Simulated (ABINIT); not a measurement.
Converging the k-point mesh at a smearing width of 0.02 eV: Nb (Im-3m, 1 atom in the cell)

```xyz
1
Lattice="-1.6583 1.6583 1.6583 1.6583 -1.6583 1.6583 1.6583 1.6583 -1.6583" Properties=species:S:1:pos:R:3 pbc="T T T"
Nb     0.0000     0.0000     0.0000
```

Level of theory: PBE, norm-conserving pseudopotentials (PseudoDojo nc-sr-05 PBE standard) (plane waves; ABINIT 10.0.3).

Base settings: pseudos = [Nb.upf]; ecut = 41 Ha; occopt = 3; tsmear = 0.00367493 Ha; ngkpt = 8 8 8; nshiftk = 1; shiftk = 0 0 0; potentials = PseudoDojo nc-sr-05 PBE standard; nband = 12; kptopt = 1.

In this ladder: tsmear = 0.00073499 Ha.

Only quantities that move along the ladder and can be compared are tabulated.

The count of work is k-points × plane waves × bands × iterations; it is no time. 

The starting cell has typed, rounded lattice constants, without a prior relaxation at this level. Its lattice was rescaled by up to half a per cent. Spin polarisation is off.

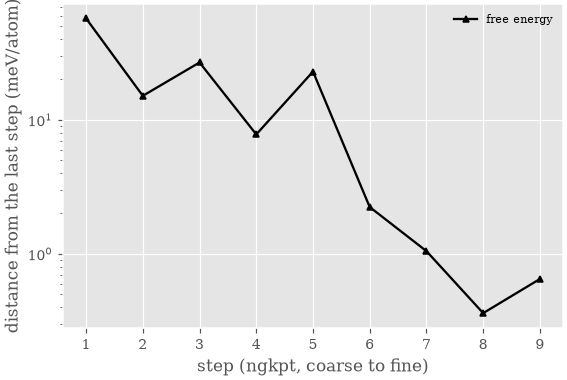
Figure. Distance from the last step along the ladder; very small values are drawn at a floor.

```csv
ngkpt,free energy less the last step's (meV/atom),pressure (GPa),count of work / last
5 5 5,57.07,-2.62,0.010
6 6 6,15.10,-3.68,0.016
7 7 7,26.78,-0.26,0.020
9 9 9,-7.78,-1.20,0.036
10 10 10,22.89,-0.56,0.048
15 15 15,2.23,-0.73,0.12
18 18 18,1.05,-0.82,0.20
22 22 22,0.36,-0.89,0.34
27 27 27,0.65,-0.99,0.58
33 33 33,0.00,-0.92,1.0
```

Coarsest ngkpt that holds the free energy within 5 meV/atom of the last step, with all finer ones: 15 15 15, at 0.12 of the last step's count of work; the step before is off by 23 meV/atom.

Coarsest ngkpt that holds the pressure within 0.5 GPa of the last step, with all finer ones: 9 9 9, at 0.036 of the last step's count of work; the step before is off by 0.66 GPa.
